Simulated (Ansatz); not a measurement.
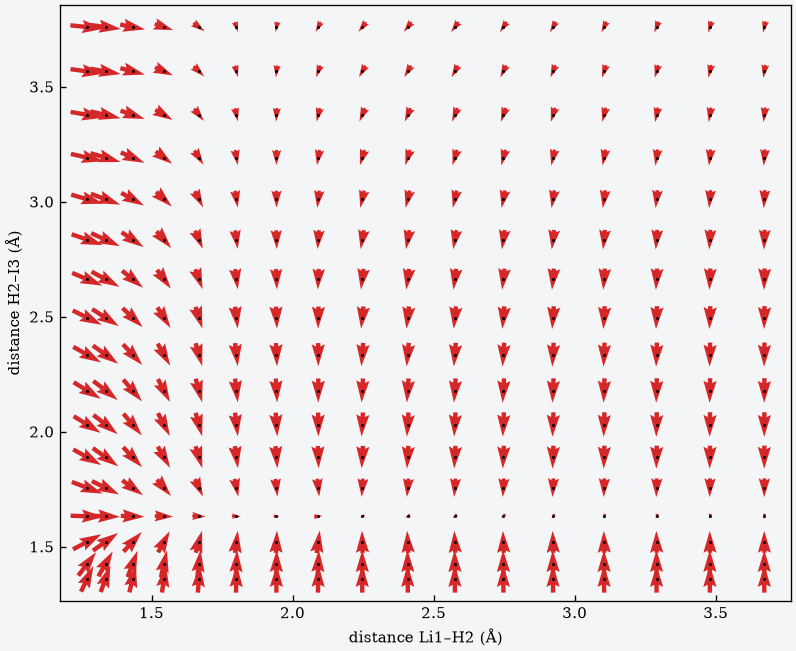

The system Li⁺ + HI. First axis: distance Li1–H2. Second axis: distance H2–I3. Nothing is relaxed (the angle Li1–H2–I3 is fixed at 180 degrees). The scan uses a 17 × 17 grid. Points are written as (first, second). The reference is spin-restricted, so regions where a bond is pulled apart into radicals lie too high. Method: RKS PBE-D4/def2-TZVPD (Ansatz 0.2.0).

The picture shows dots at the grid points, arrows along the force (downhill), their lengths compressed.

The arrows alone are given. Where is the energy lowest?

The arrows converge at about (2.191 Å, 1.631 Å) (read from the interpolated surface).

The energy map of the same scan:

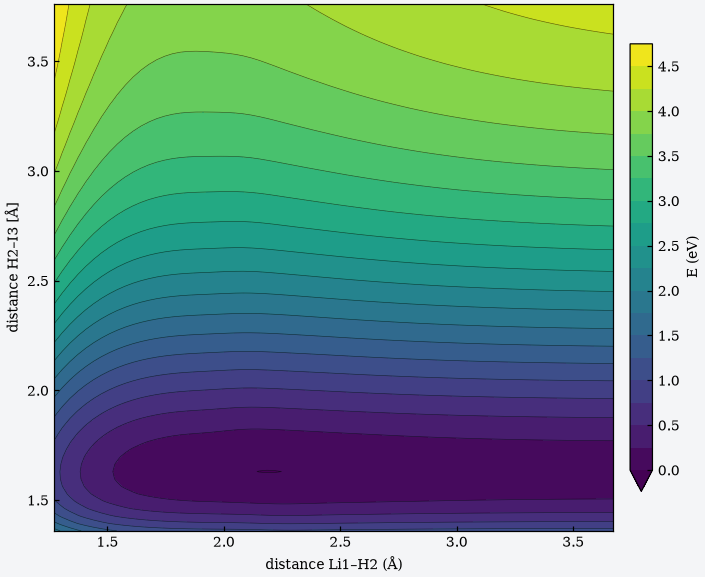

Energies are in eV, from the lowest grid point; between grid points the surface is interpolated.
